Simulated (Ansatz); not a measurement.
# SiO2 (silicon dioxide molecule): levels of theory compared

Aim: a comparison of 6 runs (B2PLYP/STO-3G, HSE06/STO-3G, r2SCAN/STO-3G, UMP2/STO-3G, CCSDT(Q)/STO-3G, CCSD/STO-3G) of SiO2 (silicon dioxide molecule). 

The results are computed with Ansatz 0.2.0.

37 further runs of the same task are left out: 8 that didn't finish, 29 set aside as unsound or not needed.

**1. The system as given**

SiO2 has 3 atoms, charge 0, and is taken as a singlet. As SMILES, `O=[Si]=O`. The Si2–O1 distance was set to 1.864 Å, away from the relaxed value.

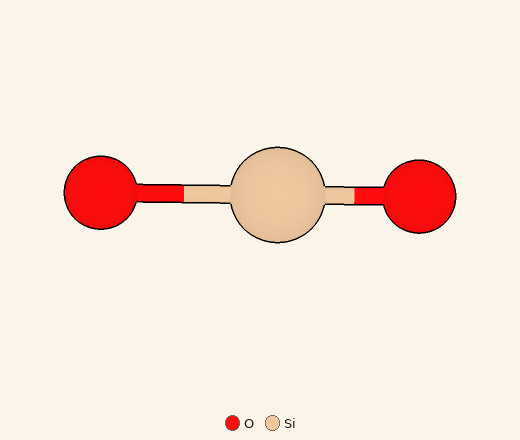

The structure, seen from a chosen angle (oxygen red, silicon light orange).

**2. The energy at B2PLYP/STO-3G (run 1)**

The input, molecule.yaml:

```yaml
crystal:
  periodic: [false, false, false]
  atoms:
    - {symbol: O, position_ang: [0.864230, 1.521520, 0.642222]}
    - {symbol: Si, position_ang: [-0.000730, 0.000440, -0.000160]}
    - {symbol: O, position_ang: [-0.690510, -1.217740, -0.513580]}
basis:
  gaussian: {orbitals: STO-3G}
hamiltonian: {xc: {name: B2PLYP}}
correlation: {frozen_orbitals: {O: 1, Si: 5}}
accuracy: high
```

On the command line:

```sh
$ ansatz run molecule.yaml --threads 1 --pin off --max-ram 2610MiB --events-out events.jsonl --progress --plain --runs-dir runs
```

The log of the run:

```text
Warning: RAYON_NUM_THREADS=1 ignored (pool sized by the plan → 1); use --threads N
Functional definition: B2PLYP
  name "B2PLYP"
  parameter a = 0.53
  parameter c = 0.27
  exchange = (1 - a)*b88_x + a*exact_x
  correlation = (1 - c)*lyp_c + c*(mp2_os + mp2_ss)
320 factors; integrals over basis functions are off by at most 1.5e-8 eV
mean field evaluation 1: about -11798.4086 eV, gradient 4.8e1 eV
mean field evaluation 2: about -11798.4116 eV, gradient 4.9e1 eV
mean field evaluation 4: about -11787.6845 eV, gradient 9.3e1 eV
mean field evaluation 8: about -11808.4753 eV, gradient 7.5e-2 eV
mean field evaluation 16: about -11808.4720 eV, gradient 3.1e-5 eV
mean field -11808.47198232 eV, -433.9533412803 hartree, gradient 4.7e-8 eV, S^2 0.000000; 0 other end points of the search recorded, 0 dependent functions left out; unrestricted orbitals would lower it
7 core orbitals not correlated: weight in the atoms' cores, before any rotation towards them, 1.000 or more for the frozen orbitals, at most 0.000 for the correlated occupied ones
reference -11808.47199510 eV, -433.9533417499 hartree; 8, 8 occupied and 4, 4 virtual orbitals, 320 factors
second order -8.61963121 eV of doubles, -0.00000000 eV of singles
Total energy: -11810.79929552 eV, -434.0388684632 hartree
```

Wall time 1.3 s (1 thread of AMD EPYC 7R43 (Zen 3), shared host); peak memory 0.11 GiB.

**3. The energy at HSE06/STO-3G (run 2)**

The input, in.yaml:

```yaml
crystal:
  periodic: [false, false, false]
  atoms:
    - {symbol: O, position_ang: [0.864230, 1.521520, 0.642222]}
    - {symbol: Si, position_ang: [-0.000730, 0.000440, -0.000160]}
    - {symbol: O, position_ang: [-0.690510, -1.217740, -0.513580]}
basis:
  gaussian: {orbitals: STO-3G}
total_charge: 0
hamiltonian: {xc: {name: HSE06}}
accuracy: high
```

On the command line:

```sh
$ ansatz run in.yaml --threads 1 --pin off --max-ram 2610MiB --events-out events.jsonl --progress --plain --runs-dir runs
```

The log of the run:

```text
Warning: RAYON_NUM_THREADS=1 ignored (pool sized by the plan → 1); use --threads N
Functional definition: HSE06
  name "HSE06"
  parameter a = 0.25
  parameter omega = 0.11/bohr
  exchange = pbe_x - a*pbe_x_sr(omega) + a*exact_x_sr(omega)
  correlation = pbe_c
320 factors; integrals over basis functions are off by at most 1.5e-8 eV
50 factors; integrals over basis functions are off by at most 6.0e-10 eV
mean field evaluation 1: about -11802.0107 eV, gradient 4.9e1 eV
mean field evaluation 2: about -11669.9102 eV, gradient 1.6e2 eV
mean field evaluation 4: about -11809.3371 eV, gradient 3.0e1 eV
mean field evaluation 8: about -11809.7673 eV, gradient 2.5e1 eV
mean field evaluation 16: about -11811.9070 eV, gradient 5.8e-9 eV
mean field -11811.90698049 eV, -434.0795751348 hartree, gradient 9.5e-9 eV, S^2 0.000000; 0 other end points of the search recorded, 0 dependent functions left out
reference -11811.90698170 eV, -434.0795751793 hartree; 15, 15 occupied and 4, 4 virtual orbitals, 320 factors
Total energy: -11811.90698170 eV, -434.0795751793 hartree
```

It took 1.2 s on 1 thread of AMD EPYC 7R43 (Zen 3), shared host; peak memory 0.11 GiB.

Runs 3 to 4 aren't shown in full; the table further down has their settings and results.

**4. The energy at CCSDT(Q)/STO-3G (run 5)**

in.yaml, as its differences from that of step 3:

```diff
@@ -8,4 +8,4 @@
   gaussian: {orbitals: STO-3G}
-total_charge: 0
-hamiltonian: {xc: {name: HSE06}}
+correlation: {method: ccsdt_q, frozen_orbitals: {O: 1, Si: 5}}
 accuracy: high
+scf: {omitted_lower_state_checks: [cluster_reference, increment]}
```

On the command line:

```sh
$ ansatz run in.yaml --threads 1 --pin off --max-ram 2610MiB --events-out events.jsonl --progress --plain --runs-dir runs
```

The log of the run:

```text
Warning: RAYON_NUM_THREADS=1 ignored (pool sized by the plan → 1); use --threads N
[... 13 lines left out ...]
7 core orbitals not correlated: weight in the atoms' cores, before any rotation towards them, 1.000 or more for the frozen orbitals, at most 0.000 for the correlated occupied ones
[... 45 lines left out ...]
Total energy: -11791.61732550 eV, -433.3339440667 hartree
Checks for a lower state left out: cluster_reference, increment
```

Run time: 0.93 s. Hardware: 1 thread of AMD EPYC 7R43 (Zen 3), shared host.

**5. The energy at CCSD/STO-3G (run 6)**

The input, in.yaml:

```yaml
crystal:
  periodic: [false, false, false]
  atoms:
    - {symbol: O, position_ang: [0.864230, 1.521520, 0.642222]}
    - {symbol: Si, position_ang: [-0.000730, 0.000440, -0.000160]}
    - {symbol: O, position_ang: [-0.690510, -1.217740, -0.513580]}
basis:
  gaussian:
    orbitals: STO-3G
correlation:
  method: ccsd
  frozen_orbitals: {O: 1, Si: 5}
accuracy: high
scf:
  omitted_lower_state_checks: [cluster_reference, increment]
```

On the command line:

```sh
$ ansatz run in.yaml --threads 1 --pin off --max-ram 2610MiB --events-out events.jsonl --progress --plain --runs-dir runs
```

The log of the run:

```text
Warning: RAYON_NUM_THREADS=1 ignored (pool sized by the plan → 1); use --threads N
[... 13 lines left out ...]
7 core orbitals not correlated: weight in the atoms' cores, before any rotation towards them, 1.000 or more for the frozen orbitals, at most 0.000 for the correlated occupied ones
[... 32 lines left out ...]
Total energy: -11790.66783926 eV, -433.2990510912 hartree
Checks for a lower state left out: cluster_reference, increment
```

Wall time 0.38 s (1 thread of AMD EPYC 7R43 (Zen 3), shared host).

**6. All runs side by side**

| run | level | frozen core orbitals | energy (Eh) | wall time |
| --- | --- | --- | --- | --- |
| 1 | B2PLYP/STO-3G | 7 | -434.038868 | 1.3 s |
| 2 | HSE06/STO-3G | – | -434.079575 | 1.2 s |
| 3 | r2SCAN/STO-3G | – | -434.299082 | 2.1 s |
| 4 | UMP2/STO-3G | 7 | -433.275516 | 2.8 s |
| 5 | CCSDT(Q)/STO-3G | 7 | -433.333944 | 0.93 s |
| 6 | CCSD/STO-3G | 7 | -433.299051 | 0.38 s |

**7. Summary of results**

| quantity | value |
| --- | --- |
| run 6: total energy | -433.29905 Eh |
| run 6: correlation energy (7 core orbitals frozen) | -189.9 mEh |
| run 6: T1 diagnostic | 0.060 |

Totals of different functionals can't be ranked against each other. In run 6 the T1 diagnostic is large, so a single reference may not serve. In runs 1, 5, 6 the log says that unrestricted orbitals would lower the reference, so the values rest on an unstable closed-shell determinant (other closed-shell runs at this shape may share the fault). In runs 1, 2, 3, 4, 5, 6 the basis is minimal, so the values are rough. Spin contamination of the reference: run 4 ⟨S²⟩ = 0.62. Where it is this large, the reference is a mixture of spin states, and values that rest on it are in doubt. All runs together took 8.7 s, the longest 2.8 s.
